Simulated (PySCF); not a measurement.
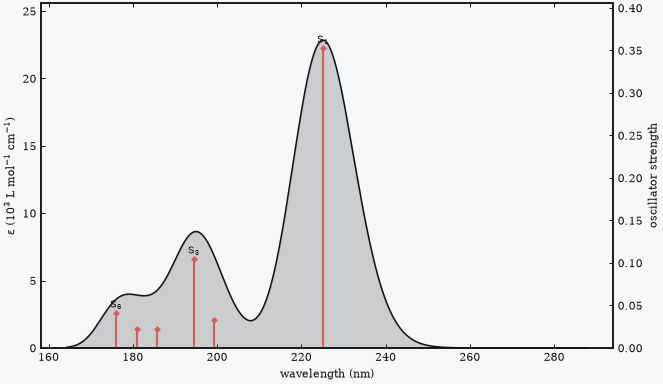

Computed absorption of C₅H₇O₂P, SMILES OCPc1ccco1. Vertical TDDFT excitations, CAM-B3LYP/def2-SVPD (IEF-PCM chloroform) in PySCF, at a PBE0-D3(BJ)/def2-SVP geometry (no frequency check). Only the first 6 singlet excitations are included; each is broadened by a Gaussian of 1/e half-width 0.25 eV. Sticks give oscillator strengths (right axis).

Where is the maximum of the broadened curve, and how high is it?

At about 5.5 eV (225 nm), with ε near 23000 L mol⁻¹ cm⁻¹.

Where is the lowest singlet, and is it bright?

S1 lies at 5.51 eV (225 nm) with f = 0.353, mainly HOMO → LUMO (96 %); it is bright.

List the transitions behind the spectrum.

| state | E (eV) | λ (nm) | f | main character |
| --- | --- | --- | --- | --- |
| S1 | 5.51 | 225 | 0.353 | HOMO → LUMO (96 %) |
| S2 | 6.22 | 199 | 0.033 | HOMO → LUMO+1 (87 %) |
| S3 | 6.38 | 194 | 0.105 | HOMO−1 → LUMO (81 %) |
| S4 | 6.67 | 186 | 0.022 | HOMO → LUMO+2 (45 %) |
| S5 | 6.85 | 181 | 0.022 | HOMO → LUMO+3 (25 %) |
| S6 | 7.04 | 176 | 0.041 | HOMO → LUMO+2 (25 %) |

Known limits of this run: one conformer of a flexible molecule; core orbitals are frozen in the response.
